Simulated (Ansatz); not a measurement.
AlSiH$_{2}$F$_{3}$: molecular dynamics

- system: AlSiH$_{2}$F$_{3}$, SMILES F[Si](F)(F)[AlH2]
- method: RKS r2SCAN-d3bjatm/def2-SVP (Ansatz 0.2.0)

The geometry comes from this level: PBE0-D4/def2-TZVP. Figures and captions count atoms from 1; the log counts them from 0 in places.

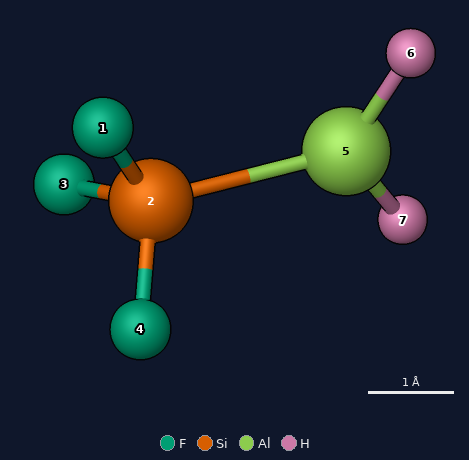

Fig. 1: The structure as given in the input (ball-and-stick view, seen at a tilt; atoms are numbered from 1 in the order of the input). Sticks mark near contacts. Bond lengths as drawn: Al–H 1.58 Å, Al–Si 2.47 Å and F–Si 1.59 Å.

## Input file
```yaml
crystal:
  periodic: [false, false, false]
  atoms:
    - {symbol: F, position_ang: [0.581583, -0.848635, 1.954292]}
    - {symbol: Si, position_ang: [0.480824, -0.822443, 0.370206]}
    - {symbol: F, position_ang: [-0.248779, -2.172429, -0.043452]}
    - {symbol: F, position_ang: [1.972902, -0.939812, -0.164322]}
    - {symbol: Al, position_ang: [-0.671255, 1.163893, -0.528128]}
    - {symbol: H, position_ang: [-1.237482, 2.257781, 0.463441]}
    - {symbol: H, position_ang: [-0.816592, 1.293647, -2.097735]}
basis:
  gaussian: {orbitals: def2-SVP}
hamiltonian: {xc: {name: r2SCAN}, dispersion: d3bjatm}
md: {timestep: 1 fs, n_steps: 30, ensemble: nvt_langevin, temperature: 1000, initial_velocities: maxwell_boltzmann, friction: 0.01, seed: 375}
```

Run on 2 threads of Arm Neoverse V1, 23 GiB of memory available, shared host.

Run as:
```bash
ansatz run in.yaml --threads 2 --pin off --events-out ev --progress --plain --max-ram 4352MiB
```

## The program's output
```
Functional definition: r2SCAN
  name "r2SCAN"
  cite "Furness, Kaplan, Ning, Perdew & Sun, J. Phys. Chem. Lett. 11, 8208 (2020) doi:10.1021/acs.jpclett.0c02405"
  cite "Furness, Kaplan, Ning, Perdew & Sun, J. Phys. Chem. Lett. 11, 9248 (2020) doi:10.1021/acs.jpclett.0c03077"
  parent r2scan
  parameter k0 = 0.174
  parameter k1 = 0.065
  parameter a1 = 4.9479
  exchange = r2scan_x(k0 = k0, k1 = k1, a1 = a1)
  correlation = r2scan_c
949 factors; their error is unknown
mean field evaluation 1: about -22642.2966 eV, gradient 5.0e1 eV
mean field evaluation 2: about -22635.0679 eV, gradient 8.5e1 eV
mean field evaluation 4: about -22646.1455 eV, gradient 6.6e-1 eV
mean field evaluation 8: about -22646.0808 eV, gradient 1.8e-2 eV
mean field -22646.08078685 eV, -832.2281188518 hartree, gradient 7.0e-6 eV, S^2 0.000000; 0 other end points of the search recorded, 0 dependent functions left out
the calculation of the forces begins
reference -22646.08079811 eV, -832.2281192655 hartree; 28, 28 occupied and 60, 60 virtual orbitals, 949 factors
md step     0: t =     0.00 fs  T =   857.1 K  F+E_penalty+E_count = -22646.11253403 eV  E_kin = 0.775560 eV  (25 SCF iters)
these checks for a lower state are left out or cut short: starts, cluster_reference, orbital_swaps, neighbouring_geometries, increment
949 factors; their error is unknown
mean field evaluation 16: about -22646.1217 eV, gradient 1.9e0 eV
mean field -22646.06451433 eV, -832.2275208478 hartree, gradient 8.7e-6 eV, S^2 0.000000; 0 other end points of the search recorded, 0 dependent functions left out
the calculation of the forces begins
reference -22646.06452559 eV, -832.2275212616 hartree; 28, 28 occupied and 60, 60 virtual orbitals, 949 factors
md step     1: t =     1.00 fs  T =   817.3 K  F+E_penalty+E_count = -22646.09620415 eV  E_kin = 0.739504 eV  (28 SCF iters)
[... from here on the SCF iterations and repeated set-up lines of each step are left out, up to the last step ...]
md step     2: t =     2.00 fs  T =   755.0 K  F+E_penalty+E_count = -22646.05543200 eV  E_kin = 0.683149 eV  (28 SCF iters)
md step     3: t =     3.00 fs  T =   593.1 K  F+E_penalty+E_count = -22646.01081207 eV  E_kin = 0.536642 eV  (28 SCF iters)
md step     4: t =     4.00 fs  T =   530.8 K  F+E_penalty+E_count = -22645.98241779 eV  E_kin = 0.480274 eV  (28 SCF iters)
md step     5: t =     5.00 fs  T =   584.6 K  F+E_penalty+E_count = -22645.97399083 eV  E_kin = 0.528967 eV  (28 SCF iters)
md step     6: t =     6.00 fs  T =   590.4 K  F+E_penalty+E_count = -22645.97899932 eV  E_kin = 0.534182 eV  (28 SCF iters)
md step     7: t =     7.00 fs  T =   691.2 K  F+E_penalty+E_count = -22645.98891778 eV  E_kin = 0.625392 eV  (28 SCF iters)
md step     8: t =     8.00 fs  T =   667.9 K  F+E_penalty+E_count = -22645.98880701 eV  E_kin = 0.604359 eV  (28 SCF iters)
md step     9: t =     9.00 fs  T =   624.9 K  F+E_penalty+E_count = -22645.97272106 eV  E_kin = 0.565410 eV  (29 SCF iters)
md step    10: t =    10.00 fs  T =   515.2 K  F+E_penalty+E_count = -22645.94175876 eV  E_kin = 0.466169 eV  (28 SCF iters)
md step    11: t =    11.00 fs  T =   514.7 K  F+E_penalty+E_count = -22645.90912856 eV  E_kin = 0.465668 eV  (29 SCF iters)
md step    12: t =    12.00 fs  T =   480.2 K  F+E_penalty+E_count = -22645.88289008 eV  E_kin = 0.434510 eV  (28 SCF iters)
md step    13: t =    13.00 fs  T =   452.9 K  F+E_penalty+E_count = -22645.87049464 eV  E_kin = 0.409797 eV  (28 SCF iters)
md step    14: t =    14.00 fs  T =   492.8 K  F+E_penalty+E_count = -22645.87413930 eV  E_kin = 0.445873 eV  (29 SCF iters)
md step    15: t =    15.00 fs  T =   543.5 K  F+E_penalty+E_count = -22645.88020852 eV  E_kin = 0.491767 eV  (28 SCF iters)
md step    16: t =    16.00 fs  T =   638.9 K  F+E_penalty+E_count = -22645.88146705 eV  E_kin = 0.578075 eV  (28 SCF iters)
md step    17: t =    17.00 fs  T =   702.9 K  F+E_penalty+E_count = -22645.87871309 eV  E_kin = 0.636041 eV  (27 SCF iters)
md step    18: t =    18.00 fs  T =   632.2 K  F+E_penalty+E_count = -22645.86576317 eV  E_kin = 0.571986 eV  (29 SCF iters)
md step    19: t =    19.00 fs  T =   709.3 K  F+E_penalty+E_count = -22645.83669390 eV  E_kin = 0.641747 eV  (28 SCF iters)
md step    20: t =    20.00 fs  T =   604.9 K  F+E_penalty+E_count = -22645.80209478 eV  E_kin = 0.547369 eV  (30 SCF iters)
md step    21: t =    21.00 fs  T =   603.4 K  F+E_penalty+E_count = -22645.77135804 eV  E_kin = 0.545944 eV  (29 SCF iters)
md step    22: t =    22.00 fs  T =   626.4 K  F+E_penalty+E_count = -22645.75293451 eV  E_kin = 0.566819 eV  (29 SCF iters)
md step    23: t =    23.00 fs  T =   661.4 K  F+E_penalty+E_count = -22645.76047566 eV  E_kin = 0.598434 eV  (29 SCF iters)
md step    24: t =    24.00 fs  T =   760.1 K  F+E_penalty+E_count = -22645.78471179 eV  E_kin = 0.687779 eV  (29 SCF iters)
md step    25: t =    25.00 fs  T =   855.6 K  F+E_penalty+E_count = -22645.81008084 eV  E_kin = 0.774190 eV  (30 SCF iters)
md step    26: t =    26.00 fs  T =   933.5 K  F+E_penalty+E_count = -22645.84025070 eV  E_kin = 0.844632 eV  (30 SCF iters)
md step    27: t =    27.00 fs  T =   899.5 K  F+E_penalty+E_count = -22645.87249123 eV  E_kin = 0.813901 eV  (29 SCF iters)
md step    28: t =    28.00 fs  T =  1026.7 K  F+E_penalty+E_count = -22645.89863054 eV  E_kin = 0.929020 eV  (30 SCF iters)
md step    29: t =    29.00 fs  T =  1090.3 K  F+E_penalty+E_count = -22645.90777442 eV  E_kin = 0.986533 eV  (29 SCF iters)
these checks for a lower state are left out or cut short: starts, cluster_reference, orbital_swaps, neighbouring_geometries, increment
949 factors; their error is unknown
mean field -22645.86702144 eV, -832.2202631180 hartree, gradient 1.2e-5 eV, S^2 0.000000; 0 other end points of the search recorded, 0 dependent functions left out
the calculation of the forces begins
reference -22645.86703264 eV, -832.2202635297 hartree; 28, 28 occupied and 60, 60 virtual orbitals, 949 factors
949 factors; their error is unknown
mean field evaluation 256: about -22645.8670 eV, gradient 3.8e-3 eV
mean field -22645.86702144 eV, -832.2202631180 hartree, gradient 1.2e-5 eV, S^2 0.000000; 1 other end points of the search recorded, 0 dependent functions left out
the calculation of the forces begins
reference -22645.86703264 eV, -832.2202635297 hartree; 28, 28 occupied and 60, 60 virtual orbitals, 949 factors
md step    30: t =    30.00 fs  T =   937.8 K  F+E_penalty+E_count = -22645.89868642 eV  E_kin = 0.848525 eV  (26 SCF iters)
```

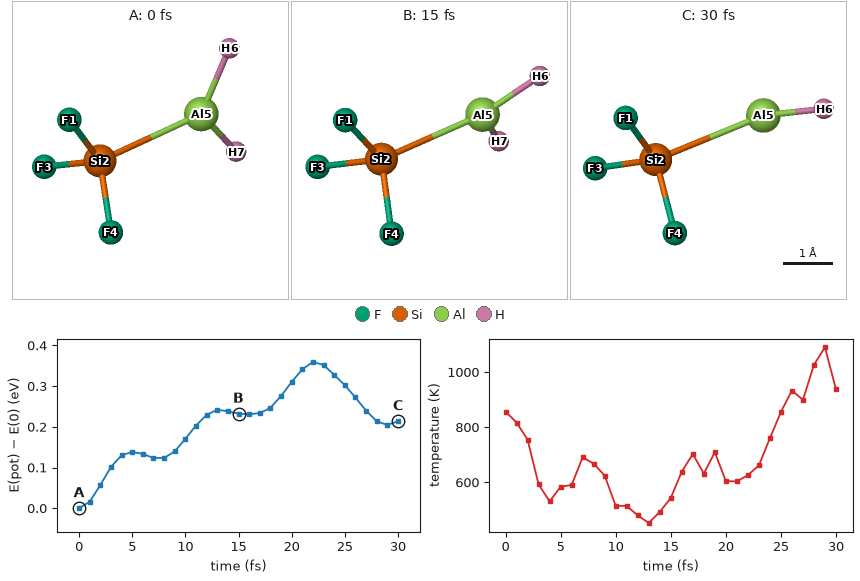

Fig. 2: Frames of the molecular dynamics (ball-and-stick, seen at a tilt) above the curves, on which the letters mark them. The trajectory kept here has 31 frames over 30 fs. The temperature starts at 857 K, ranges from 453 to 1090 K and averages 764 K over the second half. The potential energy ends 0.214 eV above its first value. After an unweighted best fit of the last frame on the first, the root-mean-square displacement is 0.56 Å, and H6 has moved furthest (0.89 Å).

```
Total energy: -22645.89869762 eV, -832.2214271961 hartree
Atom 0 at     0.631713    -0.889567     1.978578 Å, force     0.144921     0.094620     0.164204 eV/Å
Atom 1 at     0.410643    -0.886994     0.378394 Å, force     1.551172     1.926558    -0.063728 eV/Å
Atom 2 at    -0.155490    -2.333588     0.103105 Å, force    -0.551589    -1.139531    -0.551417 eV/Å
Atom 3 at     1.920369    -0.796424    -0.323369 Å, force    -1.203851    -0.226422     0.556033 eV/Å
Atom 4 at    -0.750466     1.188191    -0.446672 Å, force    -0.493519    -2.193485    -0.842502 eV/Å
Atom 5 at    -0.243261     2.588363    -0.279579 Å, force     0.433928     1.233106     0.389811 eV/Å
Atom 6 at    -1.864304     0.778693    -1.553195 Å, force     0.118938     0.305153     0.347600 eV/Å
Dipole moment:    -0.364725     0.460151    -0.051374 e Å
```

## Trajectory as extended XYZ (Å, eV, eV/Å), 14 of the 31 frames kept, from step=0 to step=30
```
7
Properties=species:S:1:pos:R:3:forces:R:3 step=0 time_fs=0.0 energy=-22646.11253 temperature=857.1
F     0.5816   -0.8486    1.9543    0.0514   0.0164   1.1077
Si    0.4808   -0.8224    0.3702   -0.5954   1.0261  -0.4671
F    -0.2488   -2.1724   -0.0435   -0.5224  -0.9056  -0.3017
F     1.9729   -0.9398   -0.1643    1.0164  -0.0516  -0.3854
Al   -0.6713    1.1639   -0.5281    0.0886  -0.1511   0.0787
H    -1.2375    2.2578    0.4634   -0.0294   0.0550   0.0318
H    -0.8166    1.2936   -2.0977   -0.0091   0.0108  -0.0640
7
Properties=species:S:1:pos:R:3:forces:R:3 step=2 time_fs=2.0 energy=-22646.05543 temperature=755.0
F     0.5815   -0.8587    1.9484    0.0427   0.1358   1.0785
Si    0.4773   -0.8122    0.3637   -0.7273   0.5581  -0.2064
F    -0.2356   -2.1867   -0.0223   -0.4815  -0.6324  -0.3495
F     1.9664   -0.9359   -0.1664    1.1317   0.0245  -0.4874
Al   -0.6769    1.1641   -0.5341   -0.3189   0.7227   0.7568
H    -1.2416    2.4088    0.4324    0.3745  -0.7947  -0.4983
H    -0.8806    1.2452   -2.0843   -0.0212  -0.0140  -0.2937
7
Properties=species:S:1:pos:R:3:forces:R:3 step=5 time_fs=5.0 energy=-22645.97399 temperature=584.6
F     0.5767   -0.8725    1.9385    0.0494   0.2972   1.1531
Si    0.4662   -0.7959    0.3562   -0.4088  -0.2017  -0.1883
F    -0.2224   -2.2045    0.0045   -0.4037  -0.2055  -0.4116
F     1.9634   -0.9301   -0.1758    0.7740   0.1630  -0.4272
Al   -0.6837    1.1693   -0.5378   -0.5781   1.2542   0.3176
H    -1.2051    2.5522    0.3420    0.5064  -1.2216  -0.5355
H    -0.9779    1.1893   -2.1048    0.0609  -0.0856   0.0919
7
Properties=species:S:1:pos:R:3:forces:R:3 step=7 time_fs=7.0 energy=-22645.98892 temperature=691.2
F     0.5722   -0.8829    1.9336    0.0711   0.3900   1.2505
Si    0.4592   -0.7854    0.3540   -0.1660  -0.6762  -0.2841
F    -0.2142   -2.2157    0.0217   -0.3417   0.0800  -0.4533
F     1.9635   -0.9247   -0.1826    0.4619   0.2487  -0.3444
Al   -0.6895    1.1756   -0.5367   -0.5507   0.9821  -0.5472
H    -1.1417    2.5802    0.2384    0.3579  -0.9167  -0.1922
H    -1.0378    1.1437   -2.1353    0.1674  -0.1078   0.5708
7
Properties=species:S:1:pos:R:3:forces:R:3 step=9 time_fs=9.0 energy=-22645.97272 temperature=624.9
F     0.5692   -0.8926    1.9299    0.0991   0.4687   1.3386
Si    0.4519   -0.7750    0.3531    0.0747  -1.2199  -0.4082
F    -0.2081   -2.2296    0.0393   -0.2303   0.4578  -0.4739
F     1.9643   -0.9166   -0.1918    0.1051   0.3214  -0.2379
Al   -0.6940    1.1814   -0.5354   -0.4021   0.2524  -1.2667
H    -1.0733    2.5758    0.1209    0.1337  -0.1722   0.3132
H    -1.0915    1.0871   -2.1386    0.2199  -0.1081   0.7350
7
Properties=species:S:1:pos:R:3:forces:R:3 step=12 time_fs=12.0 energy=-22645.88289 temperature=480.2
F     0.5653   -0.9055    1.9304    0.1196   0.5487   1.2074
Si    0.4413   -0.7683    0.3515    0.5380  -1.8327  -0.3974
F    -0.2000   -2.2521    0.0567   -0.0909   0.8947  -0.4867
F     1.9696   -0.9046   -0.2072   -0.4891   0.3933  -0.0332
Al   -0.6987    1.1840   -0.5333   -0.1351  -0.7884  -1.5226
H    -0.9531    2.5793   -0.0178   -0.0578   0.9468   0.8548
H    -1.1603    1.0194   -2.0796    0.1151  -0.1623   0.3777
7
Properties=species:S:1:pos:R:3:forces:R:3 step=14 time_fs=14.0 energy=-22645.87414 temperature=492.8
F     0.5664   -0.9143    1.9346    0.1115   0.5886   0.9580
Si    0.4346   -0.7695    0.3502    0.8182  -2.0184  -0.2200
F    -0.1939   -2.2656    0.0638   -0.0541   1.0306  -0.4963
F     1.9714   -0.8960   -0.2185   -0.7911   0.4107   0.0781
Al   -0.7031    1.1843   -0.5324   -0.0421  -0.5896  -1.0221
H    -0.8666    2.6228   -0.0699    0.0277   0.7955   0.7791
H    -1.2074    0.9828   -2.0192   -0.0700  -0.2175  -0.0767
7
Properties=species:S:1:pos:R:3:forces:R:3 step=16 time_fs=16.0 energy=-22645.88147 temperature=638.9
F     0.5671   -0.9198    1.9417    0.1091   0.6122   0.6507
Si    0.4298   -0.7745    0.3497    1.0830  -2.0265  -0.0090
F    -0.1881   -2.2773    0.0713   -0.0397   1.0648  -0.5095
F     1.9740   -0.8876   -0.2325   -1.0816   0.4040   0.2054
Al   -0.7098    1.1856   -0.5282    0.0733   0.0871  -0.5167
H    -0.7670    2.6948   -0.1092    0.0987   0.0915   0.5261
H    -1.2614    0.9428   -1.9669   -0.2428  -0.2331  -0.3468
7
Properties=species:S:1:pos:R:3:forces:R:3 step=18 time_fs=18.0 energy=-22645.86576 temperature=632.2
F     0.5681   -0.9219    1.9511    0.1003   0.6104   0.3433
Si    0.4249   -0.7844    0.3509    1.2850  -1.9026   0.1706
F    -0.1836   -2.2906    0.0790   -0.0310   1.0527  -0.5062
F     1.9732   -0.8786   -0.2470   -1.3016   0.3678   0.3196
Al   -0.7167    1.1873   -0.5210    0.0516   0.7764  -0.5501
H    -0.6702    2.7800   -0.1404    0.0695  -0.7708   0.2677
H    -1.3495    0.9029   -1.9406   -0.1739  -0.1339  -0.0448
7
Properties=species:S:1:pos:R:3:forces:R:3 step=21 time_fs=21.0 energy=-22645.77136 temperature=603.4
F     0.5752   -0.9217    1.9670    0.0874   0.5673  -0.0512
Si    0.4176   -0.8008    0.3563    1.5732  -1.5492   0.3310
F    -0.1780   -2.3075    0.0905   -0.0313   0.9582  -0.4868
F     1.9690   -0.8592   -0.2718   -1.5899   0.2725   0.5012
Al   -0.7238    1.1918   -0.5062   -0.0778   1.1314  -0.8954
H    -0.5503    2.8682   -0.1643   -0.0808  -1.5011   0.0548
H    -1.4873    0.8332   -1.9052    0.1191   0.1210   0.5464
7
Properties=species:S:1:pos:R:3:forces:R:3 step=23 time_fs=23.0 energy=-22645.76048 temperature=661.4
F     0.5867   -0.9180    1.9750    0.0727   0.5016  -0.1557
Si    0.4116   -0.8154    0.3624    1.7695  -1.0549   0.2967
F    -0.1743   -2.3150    0.0977   -0.1002   0.6956  -0.4832
F     1.9630   -0.8461   -0.2861   -1.7253   0.1916   0.5972
Al   -0.7294    1.1931   -0.4958   -0.1889   0.8545  -1.1645
H    -0.4716    2.8604   -0.1830   -0.1688  -1.4649   0.0462
H    -1.5792    0.7979   -1.8814    0.3409   0.2765   0.8632
7
Properties=species:S:1:pos:R:3:forces:R:3 step=25 time_fs=25.0 energy=-22645.81008 temperature=855.6
F     0.5989   -0.9112    1.9788    0.0755   0.4032  -0.1150
Si    0.4077   -0.8338    0.3683    1.8841  -0.2999   0.1593
F    -0.1694   -2.3202    0.1026   -0.2172   0.2506  -0.4971
F     1.9556   -0.8324   -0.2978   -1.7596   0.0841   0.6562
Al   -0.7355    1.1943   -0.4844   -0.3267   0.1885  -1.3447
H    -0.3920    2.8009   -0.2091   -0.1822  -1.0252   0.1123
H    -1.6829    0.7705   -1.8332    0.5261   0.3986   1.0290
7
Properties=species:S:1:pos:R:3:forces:R:3 step=28 time_fs=28.0 energy=-22645.89863 temperature=1026.7
F     0.6185   -0.8986    1.9811    0.1138   0.2126   0.0584
Si    0.4073   -0.8679    0.3771    1.8286   1.1396  -0.0441
F    -0.1615   -2.3280    0.1059   -0.4432  -0.6419  -0.5370
F     1.9379   -0.8123   -0.3136   -1.5640  -0.1096   0.6585
Al   -0.7450    1.1926   -0.4626   -0.4507  -1.1934  -1.2097
H    -0.2951    2.6763   -0.2567    0.0614   0.1843   0.2892
H    -1.8012    0.7632   -1.6913    0.4541   0.4084   0.7847
7
Properties=species:S:1:pos:R:3:forces:R:3 step=30 time_fs=30.0 energy=-22645.89869 temperature=937.8
F     0.6317   -0.8896    1.9786    0.1449   0.0946   0.1642
Si    0.4106   -0.8870    0.3784    1.5512   1.9266  -0.0637
F    -0.1555   -2.3336    0.1031   -0.5516  -1.1395  -0.5514
F     1.9204   -0.7964   -0.3234   -1.2039  -0.2264   0.5560
Al   -0.7505    1.1882   -0.4467   -0.4935  -2.1935  -0.8425
H    -0.2433    2.5884   -0.2796    0.4339   1.2331   0.3898
H    -1.8643    0.7787   -1.5532    0.1189   0.3052   0.3476
```

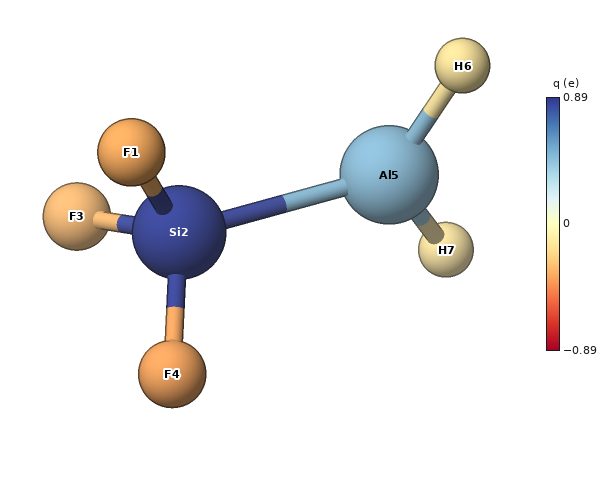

Fig. 3: Mulliken charges, as the colour of each atom (ball-and-stick view, seen at a tilt; atoms are numbered from 1 in the order of the input). By element: F −0.37 to −0.32, Si +0.85, Al +0.48 and H −0.16 to −0.14 e.

## Summary

| quantity | value |
| --- | --- |
| outcome | finished |
| mean temperature over the second half | 764 K |
| trajectory | 30 steps, 30 fs |
| ensemble | nvt_langevin |
| temperature in the input | 1000 K |
| time step | 1 fs |
| potential energy (last step) | −22645.8987 eV |
| mean-field energy (last step) | −22645.8670 eV |
| dispersion energy (last step) | −0.0317 eV |
| SCF solution under orbital rotations (last step) | stable |
| largest force (length of the vector) (last step) | 2.474 eV/Å |
| dipole moment (last step) | 2.83 D |
| wall time | 85 s (CPU time 2.8 min) |
| peak memory | 0.39 GiB |

## Remarks

So short a trajectory is not equilibrated. The logged temperature at the start can lie below the typed one, since it is counted over all degrees of freedom.
